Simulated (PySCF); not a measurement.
# Cl$_{3}$Hg···NH$_{3}$ (charge −1): what the fields show

```xyz
8

Hg    0.0395   -0.0395    0.0395
Cl    0.9892    1.8992    1.2668
Cl   -1.8992   -1.2668    0.9892
Cl    1.2668   -0.9892   -1.8992
N    -1.4332    1.4332   -1.4332
H    -1.4264    2.3782   -1.0590
H    -1.0590    1.4264   -2.3782
H    -2.3782    1.0590   -1.4264
```

Core potentials replace the inner electrons of Hg.

Method: RKS PBE0, Hg def2-SVP with ECP60, Cl def2-SVP, N def2-SVP, H def2-SVP; non-relativistic Hamiltonian with scalar-relativistic core potentials where named; density fitting in PySCF 2.14.0.

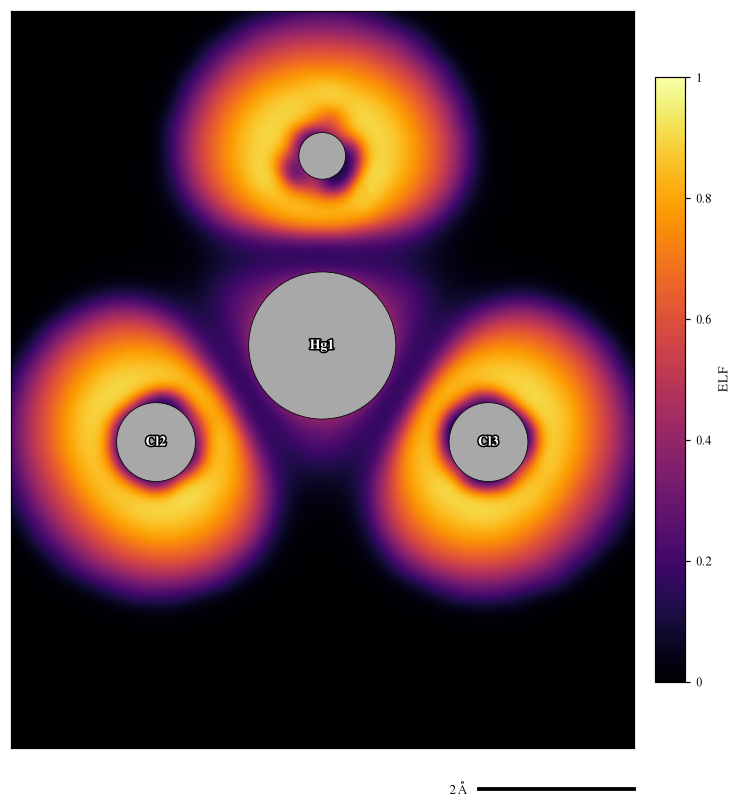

Figure 1. Electron localisation function on the plane of atoms Cl2, Hg1 and Cl3. Grey discs cover the atomic cores.

### What does the map show?

- The plane passes through Hg and Cl nuclei.
- Hg–Cl (2.48 Å): the ELF peaks at about 0.80 in the valence shell of Cl, 0.8 Å from its nucleus, and drops to about 0.20 between the two atoms.
- The ELF also peaks beside Cl3, Cl2 and Cl4, away from the bonds: lone-pair regions.

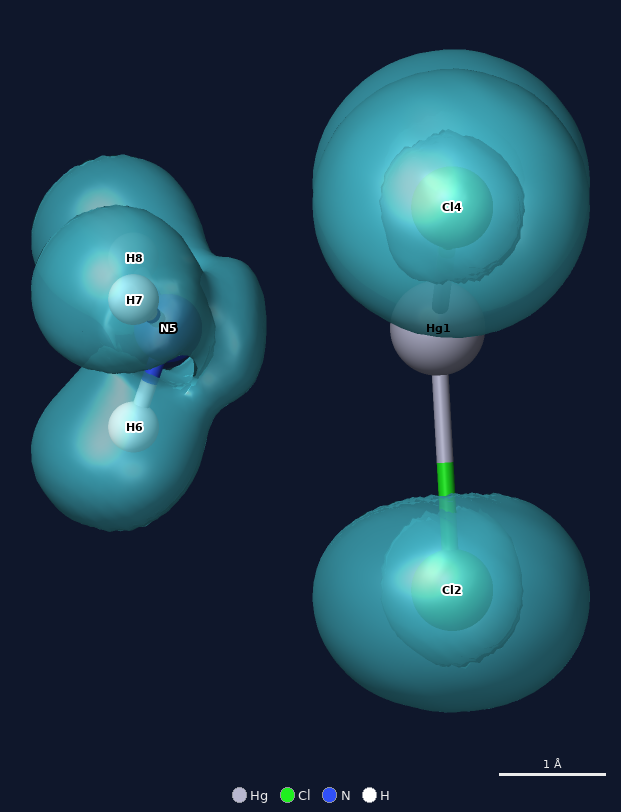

Figure 2. Isosurface of the electron localisation function at 0.75 (cyan), seen from one side. Only the valence region is drawn (cores and ρ < 0.01 e/Å³ removed).

### Identify the bonds, lone pairs and shells in this picture.

The surface consists of three regions wrapped around Cl (the valence shell of each) and one joined region spread over several atoms (H, N), in which their bonds and any lone pairs are merged.


Hg1···N5 (2.55 Å): the ELF dips to about 0.10 between them.
